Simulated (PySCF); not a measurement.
# C$_{4}$H$_{6}$AlClO$_{2}$ (SMILES Cl/C=[CH]/[Al]1[O]CC[O]1): what the fields show

Input

```
{"job": {"kind": "uv", "xc": "CAM-B3LYP", "basis": "def2-SVPD", "nstates": 8, "ntriplets": 3}, "charge": 0, "multiplicity": 1}
Cl     4.712391     0.725780    -0.162744
C      2.990102     0.628549    -0.092042
C      2.323671    -0.492179     0.149958
Al     0.377153    -0.358885     0.187008
O     -0.876743    -1.477098     0.439459
C     -2.128213    -0.841708     0.374332
C     -1.954656     0.691656     0.067195
O     -0.593277     1.021915    -0.036864
H      2.509358     1.580197    -0.265655
H      2.860991    -1.418846     0.317808
H     -2.640760    -0.971085     1.332308
H     -2.724336    -1.312370    -0.413278
H     -2.452869     0.939951    -0.874843
H     -2.403490     1.283650     0.870564
```

Command:

```sh
OMP_NUM_THREADS=1 python probes_run.py task.json out
```

Geometry: GFN2-xTB.

Theory: CAM-B3LYP/def2-SVPD, SCF density, gas phase in PySCF.

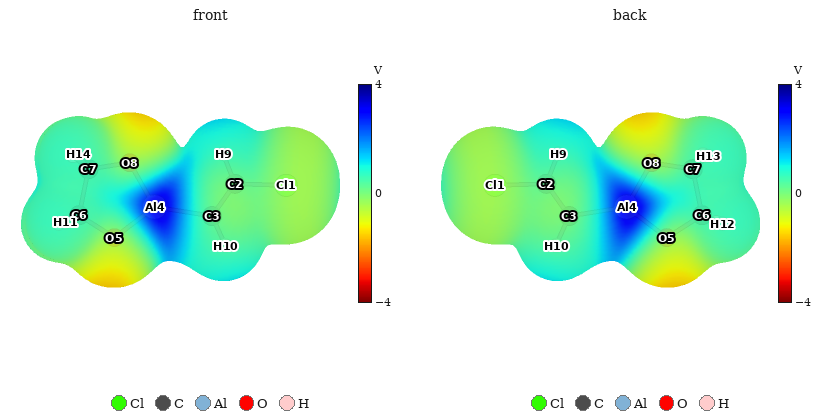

Figure 1. The molecular electrostatic potential painted on the density surface at 0.002 e/bohr³, seen from the front and from behind; red is negative and blue positive.

> Where is the surface potential most negative and most positive?

The most negative region (about −1.5 V) lies over O5 and O8, the most positive (about +3.2 V) over Al4. Cl1 shows a σ-hole: about +0.5 V at the tip opposite its bond, against about −0.3 V on its flanks.

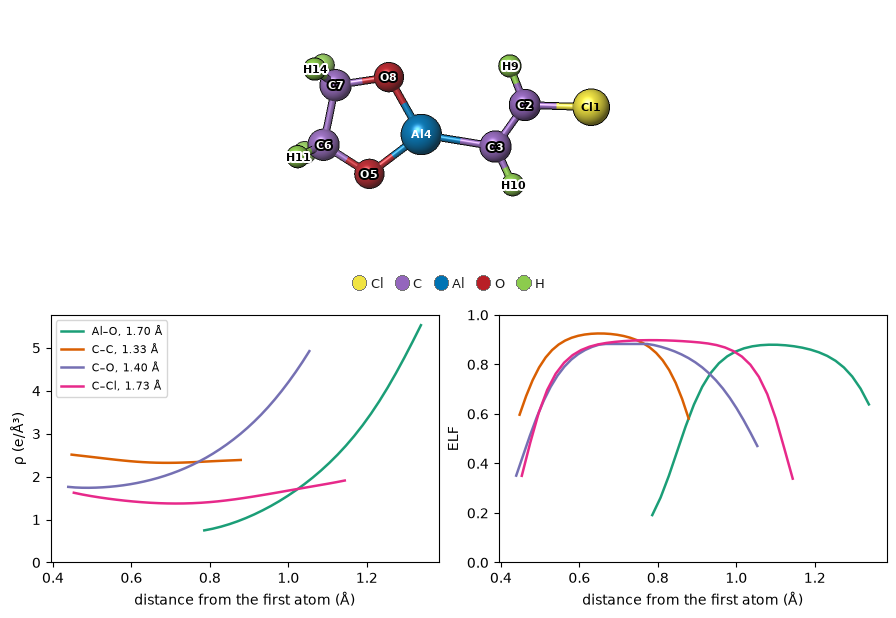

Figure 2. Electron density and electron localisation function along straight lines between neighbouring atoms. The curves leave out the atomic cores. The structure is drawn too.

> What can be read from the curves?

Al–O (1.70 Å): ρ is about 0.89 e/Å³ halfway; the ELF peaks at about 0.90 in the valence shell of O, 0.6 Å from its nucleus, and is about 0.45 at the midpoint.
C–C (1.33 Å): ρ at the midpoint is about 2.3 e/Å³; the ELF peaks at about 0.95 between the atoms (a multiple bond).
C–O (1.40 Å): the density is about 2.1 e/Å³ at the midpoint, with its minimum of 1.7 e/Å³ about 0.5 Å from C; the ELF peaks at about 0.90 between the atoms (a polar covalent bond).
C–Cl (1.73 Å): the density is about 1.5 e/Å³ at the midpoint; the ELF peaks at about 0.90 between the atoms, as expected for a shared electron pair.
